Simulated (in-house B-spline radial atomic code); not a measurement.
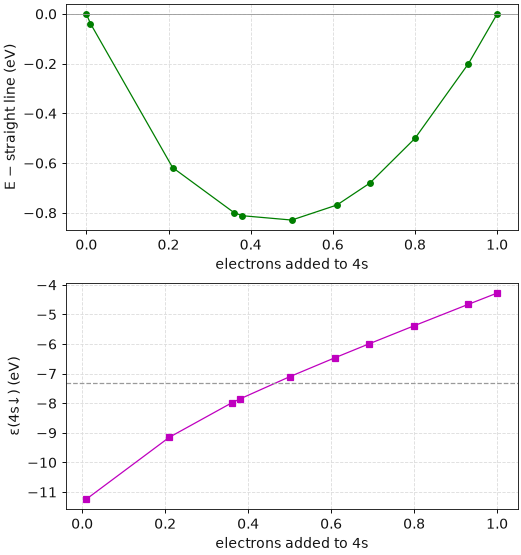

The occupation of the 4s shell is varied from Mn⁺ ([Ar] 3d5 4s1 (high spin)) to Mn ([Ar] 3d5 4s2 (high spin)), with spherical fractional occupations. The plot shows the total energy less the straight line between the end points, and the eigenvalue of 4s↓ (the dashed line is minus the energy to take the whole electron out). The values are computed.

Q: Was this Hartree-Fock or a semilocal functional, and how does the plot tell?

A: It was a semilocal functional (LDA, GGA or meta-GGA): scalar-relativistic (spin-free one-electron X2C) OLYP, spin-polarised, spherical fractional occupations, Fermi nucleus, basis-set limit, computed with an in-house B-spline radial code. The curve is convex (below the straight line), with the largest deviation among the points computed, −0.83 eV, at 0.5. The end points differ by 7.33 eV, the energy to take the electron out. The eigenvalue, which is the slope of the energy (Janak's theorem), moves from −11.2 eV at 0.01 to −4.28 eV at 1; for a straight line it would stay constant, and a parabola would sag by an eighth of this change, scaled to a whole electron, 0.88 eV. Convexity is the delocalisation error: fractional charges are too low in energy. For an s shell Hartree-Fock would as a rule bend the other way.
